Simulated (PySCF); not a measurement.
```xyz
11

F     1.4827   -1.5414    0.3938
C     1.9589   -0.3608    0.0125
F     1.7393   -0.2201   -1.2907
S     1.0206    0.9949    0.9308
C    -0.5813    0.6658    0.4313
C    -1.1289   -0.3536   -0.4522
N    -2.4096   -0.2441   -0.5611
S    -2.9613    1.0091    0.3405
N    -1.5476    1.4538    0.9032
H     3.0295   -0.2747    0.2444
H    -0.5968   -1.1263   -0.9784
```

Geometry: GFN2-xTB.

Computed with UKS B3LYP, pcH-1 on C F H N S, non-relativistic, mean-field spin-orbit, GIAO in PySCF.

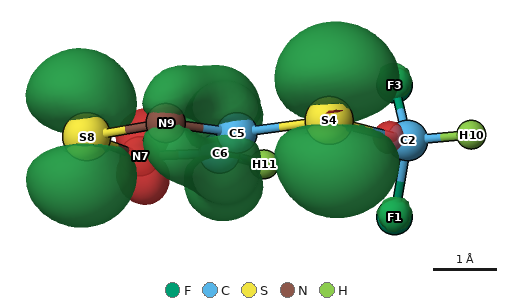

C₃H₂F₂N₂S₂ (charge +1, doublet). Isosurfaces of the spin density (α minus β) at +0.015 (green) and −0.015 e/Å³ (red), seen from one side.

Describe the spin distribution.

Answer. The unpaired spin (1 electron) lies mostly on S4 (about 0.5), S8 (about 0.3), C6 (about 0.1) and C5 (about 0.1), in electrons by Hirshfeld's partition.
